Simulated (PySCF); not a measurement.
**BF2H4P, SMILES `[BH3-][PH+](F)F`: what the electrons do**

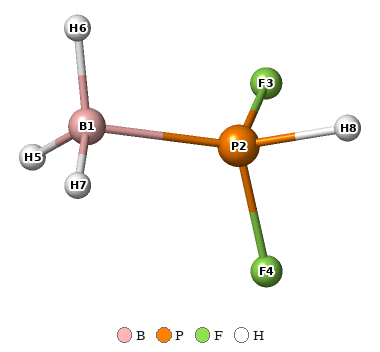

The molecule, with its atoms numbered as below. No frequency check shows the geometry to be a minimum.

Geometry (Å), atoms numbered from 1:

```
B1       1.8347   -0.0003   -0.2131
P2       0.0307   -0.0002    0.3531
F3      -0.8537   -1.1804   -0.2713
F4      -0.8528    1.1811   -0.2708
H5       1.7380    0.0006   -1.3978
H6       2.3121   -0.9899    0.2311
H7       2.3129    0.9879    0.2314
H8      -0.6383   -0.0007    1.5838
```

Part 1: Bonding charge

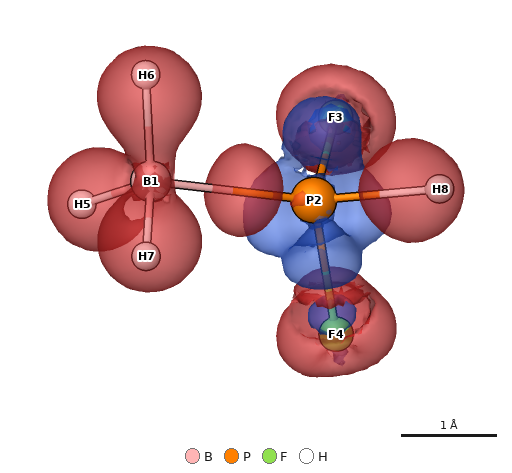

Deformation density (molecule less spherical, spin-averaged free atoms at the same positions), surfaces at ±0.12 e/Å³; red: gain, blue: loss.

Level of theory: PBE/aug-cc-pVDZ (PySCF), at a geometry from GFN2-xTB.

Question: How much density has each bond gained at its critical point, relative to the free atoms?

Answer: B1–H7: +0.33 e/Å³ at the bond critical point (bond length 1.18 Å). B1–H6: +0.33 e/Å³ at the bond critical point (bond length 1.19 Å). B1–H5: +0.33 e/Å³ at the bond critical point (bond length 1.19 Å). P2–H8: +0.25 e/Å³ at the bond critical point (bond length 1.40 Å). B1–P2: +0.02 e/Å³ at the bond critical point (bond length 1.89 Å); up to 0.6 Å beside the axis the gain reaches +0.30 e/Å³. P2–F3 and P2–F4: −0.08 e/Å³ at the bond critical point (bond length 1.60 Å); up to 0.6 Å beside the axis the gain reaches +0.17 e/Å³. In all, 1.7 electrons gather in the regions of gain relative to the promolecule. A small or negative value marks a very polar bond, one between electron-rich atoms, whose free-atom densities already overlap strongly, a long bond to a heavier atom, or a closed-shell contact such as a hydrogen bond.

Question: Where do the Hirshfeld charges lie?

Answer: The highest Hirshfeld charge is on P2 (+0.50 e), the lowest on B1 (−0.14 e).

| atom | charge (e) |
| --- | --- |
| B1 | −0.14 |
| P2 | +0.50 |
| F3 | −0.12 |
| F4 | −0.12 |
| H5 | −0.04 |
| H6 | −0.05 |
| H7 | −0.05 |
| H8 | +0.02 |

Part 2: Local ionisation energy

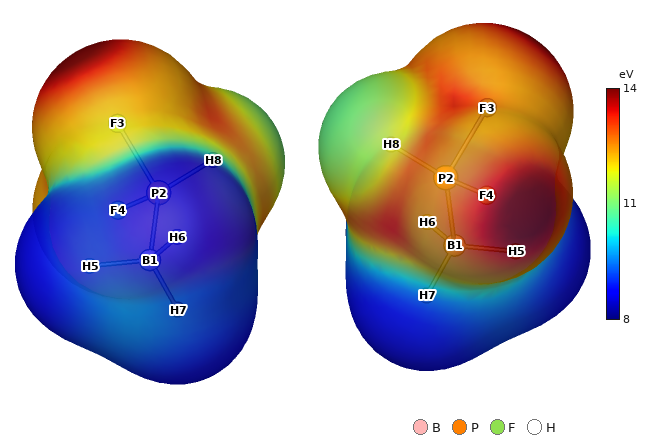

Average local ionisation energy on the surface of electron density 0.001 a.u. (back view left, front view right).

Question: Where are the most loosely bound electrons on this surface?

Answer: The lowest value is 8.6 eV, 1.5 Å from H6, and at like points elsewhere. Further minima include 10.8 eV, 1.4 Å from H8; 12.4 eV, 1.7 Å from F4. For comparison, the highest occupied orbital lies at −8.2 eV.

Question: What volume does the surface enclose, and what is the dipole moment?

Answer: About 94 Å³; the dipole moment is 2.4 D.

Part 3: Excited states

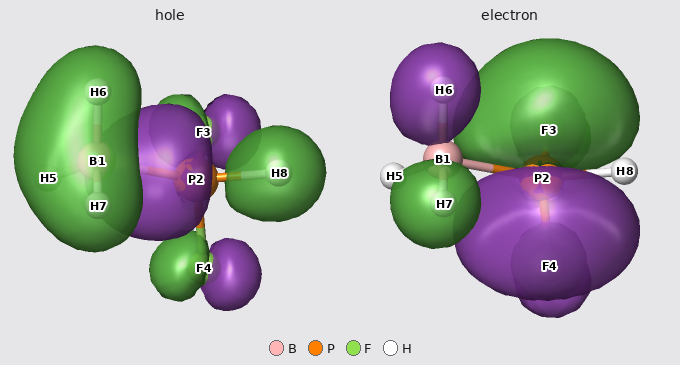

Leading natural transition orbital pair of T₂ (full linear response triplet states); the surfaces enclose about 85 % of each orbital's density.

Computed with PySCF, PBE/6-31G*, geometry: GFN2-xTB. Without diffuse functions Rydberg states are missing, so the states' numbers hold for this basis only.

Question: Give its energy and the atoms that hole and electron lie on.

Answer: 5.93 eV (209 nm), spin-forbidden from the singlet ground state; the leading pair carries 100 %; hole on B1 (27 %), P2 (26 %) and H6 and H7 (10 % each), electron on P2 (57 %), F3 and F4 (11 % each) and B1 (8 %); their centroids lie 0.8 Å apart. In canonical orbitals it is mainly HOMO−2 → LUMO (76 %). The HOMO–LUMO gap is 6.11 eV.

Part 4: Stretching a bond

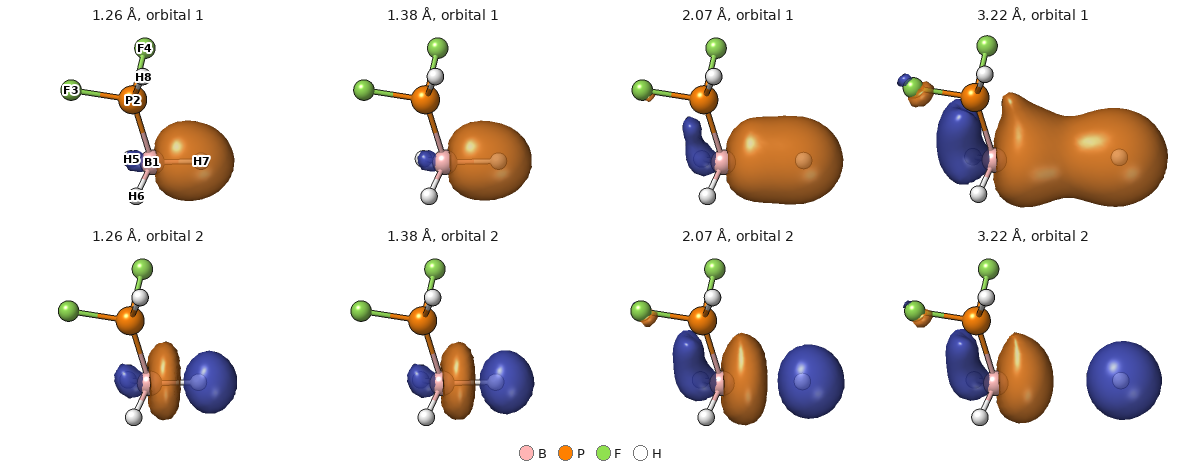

Rigid stretch of the B1–H7 bond. The two CASSCF(2,2) natural orbitals nearest half filling (orbital 1 the more occupied).

Level of theory: def2-SVP basis (PySCF), at a geometry from GFN2-xTB.

Question: How do the occupations change along the stretch?

Answer: 1.26 Å: 1.98 and 0.02; 1.38 Å: 1.97 and 0.03; 2.07 Å: 1.87 and 0.13; 3.22 Å: 1.38 and 0.62. At the longest distance computed (3.22 Å) they are 1.38 and 0.62, and the effective number of unpaired electrons is 1.5.

Question: Where does the UHF solution part from RHF?

Answer: Between 1.78 Å (⟨S²⟩ = 0, the two coincide) and 2.07 Å (⟨S²⟩ = 0.37); at 3.22 Å ⟨S²⟩ is 0.97 and UHF lies 2.5 eV below RHF.

Question: How much energy does the stretch cost?

Answer: By CASSCF, 3.7 eV from the lowest point of the scan (1.26 Å) to 3.22 Å; RHF gives 5.8 eV from its own lowest point. The fragments aren't relaxed and dynamic correlation is missing, so this isn't a bond dissociation energy.
